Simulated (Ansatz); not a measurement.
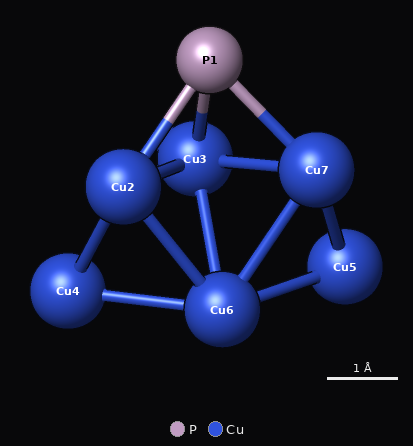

The input geometry of run A (ball-and-stick view, seen at a tilt; atoms are numbered from 1 in the order of the input). Sticks mark near contacts. Bond lengths as drawn: Cu–Cu 2.36 to 2.48 Å and Cu–P 2.22 to 2.38 Å.

## What a change does: single-point calculation on Cu6P

System: Cu6P, charge −1.
Method of run A: RKS PBE0-D4/def2-TZVPD (Ansatz 0.2.0).

The geometry comes from this level: PBE0-D4/def2-SVPD. Text and figures count atoms from 1; the logs count them from 0 in places.

Input file, run A:
```yaml
crystal:
  periodic: [false, false, false]
  atoms:
    - {symbol: P, position_ang: [1.800631, -0.059866, -1.415053]}
    - {symbol: Cu, position_ang: [0.467220, 1.543776, -0.645338]}
    - {symbol: Cu, position_ang: [-0.440394, -0.677001, -0.919015]}
    - {symbol: Cu, position_ang: [-1.957014, 1.461228, -0.392802]}
    - {symbol: Cu, position_ang: [-0.622242, -1.906675, 1.447562]}
    - {symbol: Cu, position_ang: [-0.646938, 0.445398, 1.284796]}
    - {symbol: Cu, position_ang: [1.398747, -0.806839, 0.639850]}
basis:
  gaussian: {orbitals: def2-TZVPD, initial_orbitals: start.molden}
total_charge: -1
hamiltonian: {xc: pbe0, dispersion: d4}
scf: {omitted_lower_state_checks: [starts]}
output: {orbitals: {seedname: orbitals}}
```

Launched with:
```bash
ansatz run in.yaml --threads 4 --pin off --events-out ev --progress --plain --max-ram 4787MiB
```

Hardware: 4 threads of Arm Neoverse V2, 23 GiB of memory available, shared host.

Output (run A):
```
Functional definition: PBE0
  parameter a = 0.25
  parameter kappa = 0.804
  parameter beta = 0.06672455060314922
  exchange = (1 - a)*pbe_x(kappa = kappa, mu = beta*pi^2/3) + a*exact_x
  correlation = pbe_c(beta = beta)
these checks for a lower state are left out or cut short: starts
3123 factors; integrals over basis functions are off by at most 6.8e-4 eV
mean field evaluation 1: about -277092.5441 eV, gradient 2.1e2 eV
mean field evaluation 2: about -277096.3616 eV, gradient 7.5e0 eV
mean field evaluation 4: about -277097.1117 eV, gradient 9.8e-1 eV
mean field evaluation 8: about -277097.1165 eV, gradient 5.6e-5 eV
mean field -277097.11653398 eV, -10183.1312094523 hartree, gradient 5.6e-5 eV, S^2 0.000000; 0 other end points of the search recorded, 0 dependent functions left out
reference -277097.11656461 eV, -10183.1312105777 hartree; 95, 95 occupied and 236, 236 virtual orbitals, 3123 factors
Total energy: -277097.62542920 eV, -10183.1499110067 hartree
Checks for a lower state left out: starts
```

For run B the input was changed thus:
```diff
-hamiltonian: {xc: pbe0, dispersion: d4}
+hamiltonian: {xc: {name: B3LYP}, dispersion: d4}
```

Predict how the results change.

The total energies belong to different models, so their difference says nothing on which is more stable or more accurate. The HOMO goes from −1.05 to −0.99 eV. The LUMO goes from 1.19 to 0.99 eV.

Output (run B):
```
Functional definition: B3LYP
  parameter a0 = 0.2
  parameter ax = 0.72
  parameter ac = 0.81
  exchange = (1 - a0 - ax)*slater_x + ax*b88_x + a0*exact_x
  correlation = (1 - ac)*vwn_rpa_c + ac*lyp_c
these checks for a lower state are left out or cut short: starts
3123 factors; integrals over basis functions are off by at most 6.8e-4 eV
mean field evaluation 1: about -277148.5044 eV, gradient 7.2e0 eV
mean field evaluation 2: about -277148.5920 eV, gradient 1.2e-1 eV
mean field evaluation 4: about -277148.9519 eV, gradient 2.7e-3 eV
mean field -277148.95190980 eV, -10185.0361243783 hartree, gradient 2.5e-5 eV, S^2 0.000000; 0 other end points of the search recorded, 0 dependent functions left out
reference -277148.95213316 eV, -10185.0361325865 hartree; 95, 95 occupied and 236, 236 virtual orbitals, 3123 factors
Total energy: -277149.94730737 eV, -10185.0727045644 hartree
Checks for a lower state left out: starts
```

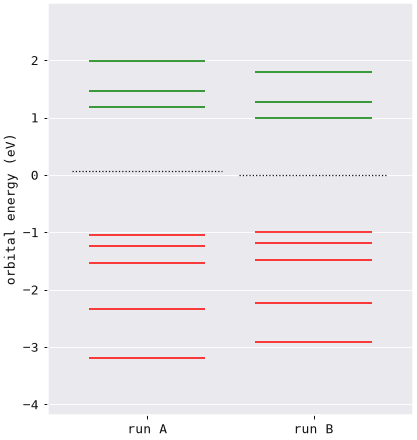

The five highest filled and three lowest empty orbital energies of the two runs; the dotted lines part filled from empty levels. The HOMO–LUMO gap is 2.24 eV in run A and 1.98 eV in run B.

The two runs side by side:

```csv
quantity,run A,run B
outcome,converged,converged
total energy (hartree),−10183.149911,−10185.072705
HOMO (eV),−1.05,−0.99
LUMO (eV),1.19,0.99
basis functions,331,331
wall time (shared host),32 s,32 s
```
